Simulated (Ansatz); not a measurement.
# The cluster SnTe₂− (doublet): one molecule under many settings

Aim: run the cluster SnTe₂− (doublet) under a spread of inputs, and see what each costs and gives.

Method: the settings change from run to run; program: Ansatz 0.2.0, Gaussian basis.

3 further runs of the same task are left out: 3 set aside as unsound or not needed. Runs told in other sessions of the task aren't counted.

## (1) The molecule

An earlier PBE-D4/def2-SVPD relaxation fixed the geometry. Sn, Te take a core potential in def2 sets; no spin-orbit term is included.

3 atoms, charge -1, spin multiplicity 2.

Atoms are counted from 1 here; the program's logs count them from 0.

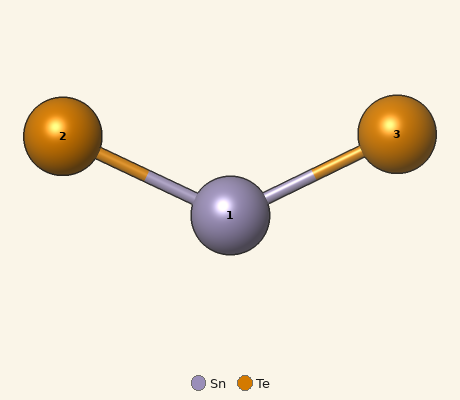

The structure; tin purple, tellurium orange; atoms are numbered from 1 in the order of the file.

## (2) wPBEh/def2-TZVPD

Set apart from the defaults: charge -2, multiplicity 1, atoms shaken by 0.15 Å, finite nuclei.

File in.yaml:

```yaml
crystal:
  periodic: [false, false, false]
  atoms:
    - {symbol: Sn, position_ang: [0.420646, -0.370676, -0.271581]}
    - {symbol: Te, position_ang: [0.613022, -1.068076, 2.166832]}
    - {symbol: Te, position_ang: [-1.234600, 1.615406, -1.560749]}
basis:
  gaussian: {orbitals: def2-TZVPD, nuclear_model: gaussian}
total_charge: -2
hamiltonian: {xc: {name: wPBEh}}
scf: {omitted_lower_state_checks: [starts]}
output: {forces: true}
```

Started as:

```
$ ansatz run in.yaml --threads 4 --pin off --events-out ev --progress --plain --max-ram 3916MiB
```

The log of the run, shortened:

```text
Functional definition: wPBEh
  name "wPBEh"
  cite "Heyd, Scuseria & Ernzerhof, J. Chem. Phys. 118, 8207 (2003) doi:10.1063/1.1564060"
  cite "Krukau, Vydrov, Izmaylov & Scuseria, J. Chem. Phys. 125, 224106 (2006) doi:10.1063/1.2404663"
  cite "Heyd & Scuseria, J. Chem. Phys. 120, 7274 (2004) doi:10.1063/1.1668634"
  cite "Ernzerhof & Perdew, J. Chem. Phys. 109, 3313 (1998) doi:10.1063/1.476928"
  cite "Perdew, Burke & Ernzerhof, Phys. Rev. Lett. 77, 3865 (1996) doi:10.1103/PhysRevLett.77.3865"
  parent pbe
[...]
1442 factors; their error is unknown
82 factors; integrals over basis functions are off by at most 1.1e-4 eV
[...]
mean field -20421.67441759 eV, -750.4826925383 hartree, gradient 3.0e-5 eV, S^2 0.000000; 0 other end points of the search recorded, 0 dependent functions left out
[...]
reference -20421.67445376 eV, -750.4826938677 hartree; 36, 36 occupied and 138, 138 virtual orbitals, 1442 factors
Total energy: -20421.67445376 eV, -750.4826938677 hartree
Atom 0 at     0.420646    -0.370676    -0.271581 Å, force    -0.049938     0.591846    -2.648038 eV/Å
Atom 1 at     0.613022    -1.068076     2.166832 Å, force    -0.061377    -0.387397     2.213649 eV/Å
Atom 2 at    -1.234600     1.615406    -1.560749 Å, force     0.111316    -0.204448     0.434389 eV/Å
Dipole moment:     0.529970    -0.575869     0.118325 e Å
Checks for a lower state left out: starts
```

Run time: 3.3 s. Hardware: 4 threads of Arm Neoverse V2, shared host.

Largest force 2.714 eV/Å.

## (3) PBE0/def2-TZVPD

This run has D3(BJ) dispersion.

File in.yaml:

```yaml
crystal:
  periodic: [false, false, false]
  atoms:
    - {symbol: Sn, position_ang: [0.463655, -0.408904, -0.469416]}
    - {symbol: Te, position_ang: [0.700968, -0.945690, 2.157922]}
    - {symbol: Te, position_ang: [-1.164623, 1.354585, -1.688495]}
basis:
  gaussian: {orbitals: def2-TZVPD}
total_charge: -1
magnetization: {spin_polarized: true, initial_magnetization: 1}
hamiltonian: {xc: {name: PBE0}, dispersion: d3bj}
scf: {omitted_lower_state_checks: [starts]}
```

Launched as before.

The log of the run, shortened:

```text
Functional definition: PBE0
  name "PBE0"
  cite "Adamo & Barone, J. Chem. Phys. 110, 6158 (1999) doi:10.1063/1.478522"
  cite "Perdew, Burke & Ernzerhof, Phys. Rev. Lett. 77, 3865 (1996) doi:10.1103/PhysRevLett.77.3865"
  parent pbe
[...]
1442 factors; their error is unknown
[...]
mean field -20423.49534320 eV, -750.5496103203 hartree, gradient 4.4e-5 eV, S^2 0.761316; 0 other end points of the search recorded, 0 dependent functions left out
reference -20423.49538453 eV, -750.5496118390 hartree; 36, 35 occupied and 138, 139 virtual orbitals, 1442 factors
Total energy: -20423.62221396 eV, -750.5542727346 hartree
Checks for a lower state left out: starts
```

Wall time 4.6 s (4 threads of Arm Neoverse V2, shared host); peak memory 0.66 GiB.

⟨S²⟩ 0.761.

## (4) wB97M-V/def2-mTZVP

Options: charge -2, multiplicity 1, unrestricted orbitals.

File in.yaml:

```yaml
crystal:
  periodic: [false, false, false]
  atoms:
    - {symbol: Sn, position_ang: [0.463655, -0.408904, -0.469416]}
    - {symbol: Te, position_ang: [0.700968, -0.945690, 2.157922]}
    - {symbol: Te, position_ang: [-1.164623, 1.354585, -1.688495]}
basis:
  gaussian: {orbitals: def2-mTZVP}
total_charge: -2
magnetization: {spin_polarized: true, initial_magnetization: 0}
hamiltonian: {xc: {name: wB97M-V}}
```

The command is unchanged.

The log of the run, shortened:

```text
Functional definition: wB97M-V
  name "wB97M-V"
  cite "Mardirossian & Head-Gordon, J. Chem. Phys. 144, 214110 (2016) doi:10.1063/1.4952647"
  cite "Becke, J. Chem. Phys. 107, 8554 (1997) doi:10.1063/1.475007"
  cite "Vydrov & Van Voorhis, J. Chem. Phys. 133, 244103 (2010) doi:10.1063/1.3521275"
  # Of w^i u^j: cxij and so on, Table III.
[...]
  gx(w, u) = 1 - cx + cx01*u + cx10*w
  gss(w, u) = css00 + css04*u^4 + css10*w + css20*w^2 + css43*w^4*u^3
  gos(w, u) = cos00 + cos10*w + (cos20 + cos21*u)*w^2 + (cos60 + cos61*u)*w^6
[...]
      + integral(e_c_pw_mod_opposite_spin*gos(b97_w_opposite, b97_u_opposite)) + vv10(b, c)
1262 factors; integrals over basis functions are off by at most 1.7e-4 eV
283 factors; integrals over basis functions are off by at most 3.4e-5 eV
[...]
mean field -20417.64669298 eV, -750.3346763890 hartree, gradient 2.8e-5 eV, S^2 0.000000; 1 other end points of the search recorded, 0 dependent functions left out
reference -20417.64672714 eV, -750.3346776442 hartree; 36, 36 occupied and 72, 72 virtual orbitals, 1262 factors
Total energy: -20417.64672714 eV, -750.3346776442 hartree
```

Run time: 14 s. Hardware: 4 threads of Arm Neoverse V2, shared host; peak memory 0.63 GiB.

⟨S²⟩ 0.000.

## (5) All runs side by side

```tsv
level	charge	multiplicity	geometry	functions	energy (eV)	time
wPBEh/def2-TZVPD	-2	1	shaken	174	-20421.674	3.3 s
PBE0/def2-TZVPD	-1	2	relaxed	174	-20423.622	4.6 s
wB97M-V/def2-mTZVP	-2	1	relaxed	108	-20417.647	14 s
```

## (6) Results

| quantity | value |
| --- | --- |
| runs | 3 |
| quickest | wPBEh/def2-TZVPD, 3.3 s |
| slowest | wB97M-V/def2-mTZVP, 14 s |

In words: The runs differ in state or geometry as well as level, so their energies can't be set against each other. wB97M-V/def2-mTZVP took 4 times as long as wPBEh/def2-TZVPD. The jobs differ in tasks and options as well as level.

A small anion of this charge may not be bound in the gas phase; the finite basis can hold electrons that would leave.
